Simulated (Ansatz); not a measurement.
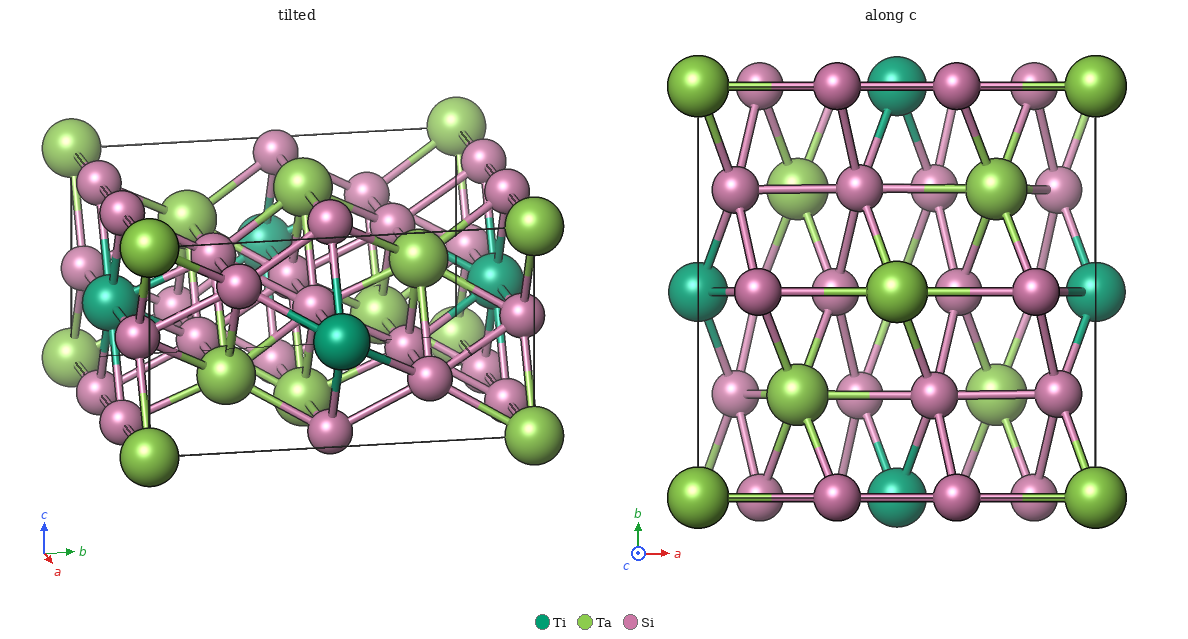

An orthographic ball-and-stick view of the structure, slightly off an axis and along the c axis. One conventional unit cell is outlined, and atoms on its boundary appear in each equivalent place.

Ta3TiSi8, space group C222 (No. 21), a = 8.388 Å, b = 8.681 Å, c = 4.799 Å, α = 90.00°, β = 90.00°, γ = 90.00°. The structure comes from a structure type filled with these elements by a generator (whether the compound takes this form wasn't checked). Earlier steps of the study may have refined or changed the cell and positions. It was run through Ansatz as a DFT input.

This one geometry was computed with Ansatz (DFT, plane waves, PAW) at three levels of theory: LDA, r2SCAN and PBE.

> Which level gives the highest pressure at this volume, and what does that say about its equilibrium volume?

Highest: PBE (0.0 GPa), which points to the largest equilibrium volume. Lowest, with the smallest volume: LDA (-7.7 GPa). Levels within 0.5 GPa of each other can't be told apart.

> How does the band gap change with the level of theory?

All levels give a metal.

> Collect the results in a table.

| level | cutoff (eV) | k-mesh of the run's cell | gap (eV) | pressure (GPa) |
| --- | --- | --- | --- | --- |
| LDA | 420 | 6×6×8 | metal | -7.7 |
| r2SCAN | 500 | 6×6×8 | metal | -3.0 |
| PBE | 420 | 6×6×8 | metal | 0.0 |

Gaps are taken on the k-mesh or band path of each run.
